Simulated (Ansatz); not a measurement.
# Abstraction of H: SnH(NH2)3 + C2H5Te → Sn(NH2)3 + C2H6Te

Species: SnH(NH2)3, singlet; C2H5Te `CC[Te]`, doublet; Sn(NH2)3, doublet; C2H6Te `CC[TeH]`, singlet. A radical takes H: the energy is the difference in strength between the Sn–H bond broken and the Te–H bond made.

Shapes, held fixed at every level: PBE0-D4/def2-TZVP. Flexible molecules stand in one conformer, not always the lowest. Programs: Ansatz 0.2.0. Electronic energies: no zero-point or thermal term.

```json
{"level": "MP2/def2-TZVPP", "kind": "perturbation theory", "ΔE (kJ/mol)": "+9.9", "less CCSD(T)/def2-TZVPP": "+0.5", "CPU time (sum over the molecules)": "–"}
{"level": "PBE-D4/def2-TZVPP", "kind": "GGA", "ΔE (kJ/mol)": "-29.4", "less CCSD(T)/def2-TZVPP": "-38.8", "CPU time (sum over the molecules)": "74 s"}
{"level": "r2SCAN-D4/def2-TZVPP", "kind": "meta-GGA", "ΔE (kJ/mol)": "-17.1", "less CCSD(T)/def2-TZVPP": "-26.5", "CPU time (sum over the molecules)": "2.7 min"}
{"level": "B3LYP-D4/def2-TZVPP", "kind": "global hybrid", "ΔE (kJ/mol)": "-15.0", "less CCSD(T)/def2-TZVPP": "-24.4", "CPU time (sum over the molecules)": "1.9 min"}
{"level": "wB97X-V/def2-TZVPP", "kind": "range-separated hybrid", "ΔE (kJ/mol)": "+10.8", "less CCSD(T)/def2-TZVPP": "+1.4", "CPU time (sum over the molecules)": "3.3 min"}
{"level": "B2PLYP/def2-TZVPP", "kind": "double hybrid", "ΔE (kJ/mol)": "-3.5", "less CCSD(T)/def2-TZVPP": "-12.9", "CPU time (sum over the molecules)": "2 min"}
{"level": "CCSD(T)/def2-TZVPP", "kind": "coupled cluster or CI", "ΔE (kJ/mol)": "+9.4", "less CCSD(T)/def2-TZVPP": "0.0", "CPU time (sum over the molecules)": "26 min"}
```

The highest level, CCSD(T)/def2-TZVPP, gives ΔE = +9.4 kJ/mol; the levels span -29.4 to +10.8. They disagree on the sign: 3 of 7 are positive. The column of differences is taken from that level and isn't an error. No measured value is set beside it here. Open shells run unrestricted. For atoms past krypton def2 sets carry core potentials with scalar relativity. Outer-core shells of Sn, Te are correlated, in sets that cover them unevenly. Times are processor times on shared x86 and Arm servers, and rough.

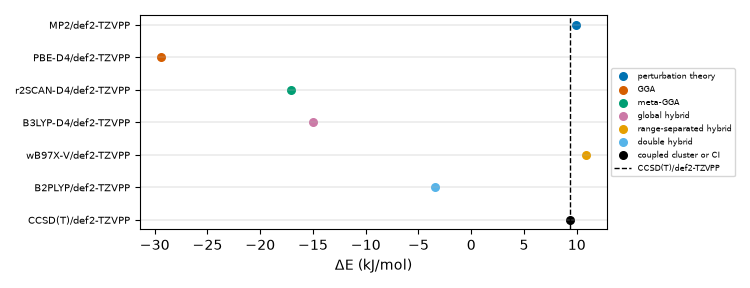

The values of the table, level by level.
